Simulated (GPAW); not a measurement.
Band structure of HfMg₆Zr (Amm2, 8 atoms in the cell).

```
CELL_PARAMETERS angstrom
      5.10077     0.00000     0.00000
      0.00000     3.03281     5.81689
      0.00000    -3.03281     5.81689
ATOMIC_POSITIONS crystal
  Mg 0.50000 0.67362 0.17274
  Mg 0.50000 0.17274 0.67362
  Mg 0.00000 0.83079 0.32913
  Mg 0.00000 0.32913 0.83079
  Mg 0.00000 0.32586 0.32586
  Mg 0.00000 0.82352 0.82352
  Zr 0.50000 0.17230 0.17230
  Hf 0.50000 0.67204 0.67204
```

Computed with LDA (Perdew-Wang 92), GPAW PAW datasets LDA (gpaw-data 1.0.1) (plane waves; GPAW 25.7.0).

Settings: mode = pw; ecut = 850 eV; xc = LDA; kpts = 3 3 3; mesh shift (steps) = 0 0 0; occupations.name = methfessel-paxton; occupations.width = 0.1 eV; occupations.order = 0; nbands = -16; symmetry.symmorphic = false; symmetry.tolerance = 0.0005; maxiter = 100; bandpath_npoints = 40.

The starting cell comes from a database of computed structures (which also holds hypothetical and non-ambient phases and stackings), without a prior relaxation at this level. Spin-orbit coupling is off.

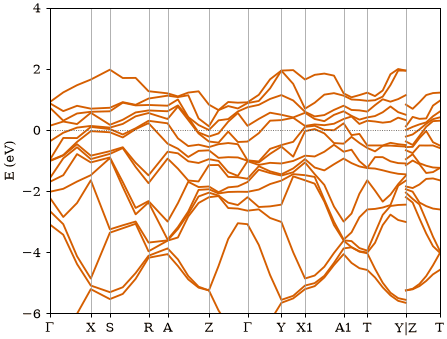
Bands along the path, energies from the Fermi level.

Levels in eV from the Fermi level, bands 39 to 46:
```csv
point,39,40,41,42,43,44,45,46
Γ,-1.59,-1.02,-1.01,-0.99,-0.38,0.14,0.74,0.88
X,-0.95,-0.84,-0.04,0.10,0.13,0.56,0.60,0.70
S,-0.78,-0.69,-0.07,0.03,0.08,0.17,0.61,0.73
R,-1.74,-1.48,0.22,0.30,0.56,0.64,0.82,1.03
A,-0.93,-0.71,-0.45,0.22,0.36,0.61,0.79,1.12
Z,-1.15,-0.95,-0.66,-0.56,-0.38,-0.21,0.00,0.12
Y,-1.45,-1.09,-0.54,-0.49,0.32,0.50,1.14,1.94
X1,-0.95,-0.84,-0.04,0.10,0.13,0.56,0.60,0.70
A1,-0.93,-0.71,-0.45,0.22,0.36,0.61,0.79,1.12
T,-1.24,-1.24,-0.59,-0.51,0.30,0.41,0.60,0.95
```

Bands cross the Fermi level along this path, so the cell is metallic at this level.
